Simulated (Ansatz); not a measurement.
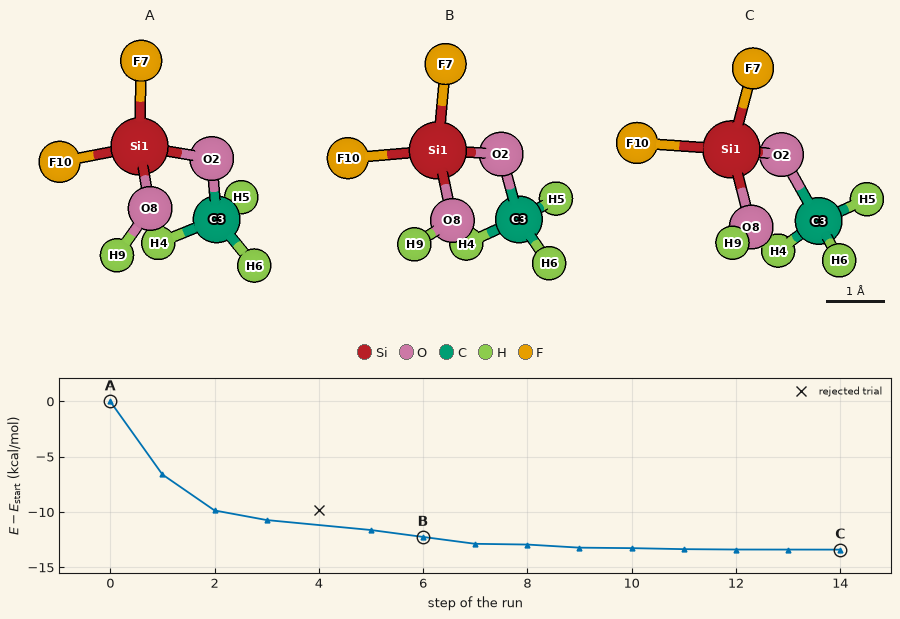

Frames of a relaxation of CH4F2O2Si, marked on the history of the run. The picture is a ball-and-stick view, seen from a free direction.

The run prepares the start of a later molecular dynamics calculation, from a guessed geometry.

Theory: Ansatz, RKS PBE0-D4/6-31G.

Input file:
```yaml
crystal:
  periodic: [false, false, false]
  atoms:
    - { symbol: Si, position_ang: [0.0, 0.0, 0.0] }
    - { symbol: O, position_ang: [0.0, 0.0, 1.68] }
    - { symbol: C, position_ang: [-1.1112, -0.3437, 2.4945] }
    - { symbol: H, position_ang: [-1.814, -0.9775, 1.9143] }
    - { symbol: H, position_ang: [-0.7584, -0.9037, 3.3856] }
    - { symbol: H, position_ang: [-1.6313, 0.5809, 2.8212] }
    - { symbol: F, position_ang: [1.4994, 0.0, -0.5295] }
    - { symbol: O, position_ang: [-0.7913, 1.3709, -0.5594] }
    - { symbol: H, position_ang: [-1.7491, 1.1401, -0.7818] }
    - { symbol: F, position_ang: [-0.7489, -1.2974, -0.5295] }
basis:
  gaussian: { orbitals: "6-31G" }
hamiltonian:
  xc: pbe0
  dispersion: d4
relax:
  f_tol: 0.02
  max_steps: 40
```

Command:
```bash
ansatz run input.yaml --threads 1 --pin off --max-ram 2048MiB --backend cpu --events-out ev --progress --plain --runs-dir out
```

Question: What happens along the run?

Answer: O2 moves most after the best rigid fit: 0.68 Å. Largest moves by element: O 0.68 Å, H 0.66 Å, F 0.61 Å, Si 0.19 Å, C 0.08 Å. Among the contacts that change: Si1–F10 1.589 → 1.668 Å, Si1–F7 1.590 → 1.664 Å, O8–H9 1.010 → 0.963 Å, O2–C3 1.420 → 1.446 Å. Among the angles between lasting bonds that change: Si1–O8–H9 109.5° → 130.9°, F7–Si1–F10 109.5° → 104.1°, Si1–O2–C3 125.0° → 128.5°. Groups turn about Si1–O8 by about 80°, O2–C3 by about 65°, Si1–O2 by about 60°. Over 13 accepted moves (14 points after the start) the energy falls by 13.4 kcal/mol. The largest force component goes from 2.6 to 0.017 eV/Å. The line search rejected the trial step at point 4 of the run. The forces were under the threshold at step 12, but the run went on from there. Cost: 67 s on 1 thread of Arm Neoverse V1, with other jobs on the host, peak memory 0.16 GiB. From step 0 to 6: H9 moves most (0.57 Å), energy −12.2 kcal/mol. From step 6 to 14: O2 moves most (0.41 Å), energy −1.15 kcal/mol.

Limits of the set-up: the basis has no polarisation functions, which atoms past neon need.
